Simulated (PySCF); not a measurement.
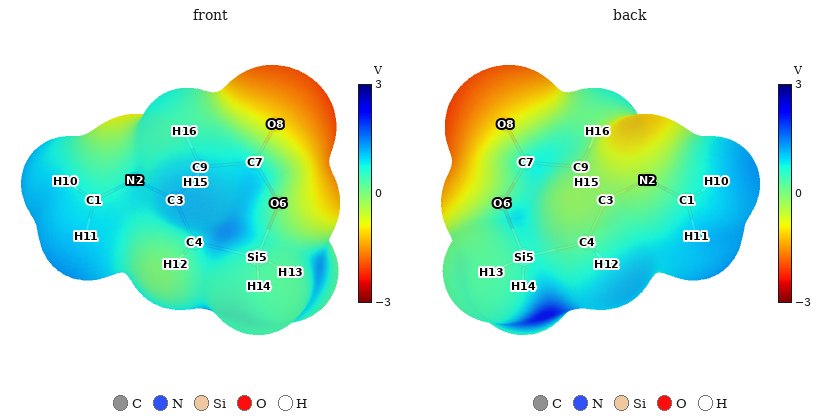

C5H7NO2Si. The electrostatic potential painted on the density surface at 0.002 e/bohr³, seen from the front and from behind; red is negative and blue positive.

Geometry: GFN2-xTB.

Method: PySCF 2.14.0, PBE0/pcSseg-1, SCF density, gas phase, non-relativistic.

```yaml
atoms:
  - { symbol: C, position_ang: [2.8637, -0.3301, -0.3683] }
  - { symbol: N, position_ang: [1.7079, -0.7944, -0.5065] }
  - { symbol: C, position_ang: [0.5439, -0.1919, -0.0997] }
  - { symbol: C, position_ang: [0.1895, 1.0581, -0.4476] }
  - { symbol: Si, position_ang: [-1.5760, 1.5710, -0.1362] }
  - { symbol: O, position_ang: [-2.3468, 0.1154, 0.0164] }
  - { symbol: C, position_ang: [-1.8246, -1.0828, 0.2183] }
  - { symbol: O, position_ang: [-2.4768, -2.0803, 0.0966] }
  - { symbol: C, position_ang: [-0.3698, -1.1108, 0.6640] }
  - { symbol: H, position_ang: [3.6894, -0.8757, -0.8017] }
  - { symbol: H, position_ang: [3.0971, 0.5857, 0.1807] }
  - { symbol: H, position_ang: [0.8917, 1.6543, -1.0116] }
  - { symbol: H, position_ang: [-2.2589, 2.1767, -1.2681] }
  - { symbol: H, position_ang: [-1.7548, 2.2648, 1.1389] }
  - { symbol: H, position_ang: [-0.3737, -0.8129, 1.7179] }
  - { symbol: H, position_ang: [-0.0092, -2.1382, 0.5956] }
```

Which sites attract a positive test charge, and which a negative one?

Answer. A positive charge is drawn to the negative regions and a negative charge to the positive ones. The most negative region (about −2.0 V) lies over O8, the most positive (about +2.1 V) over Si5. O8 is the likeliest acceptor of a hydrogen bond.
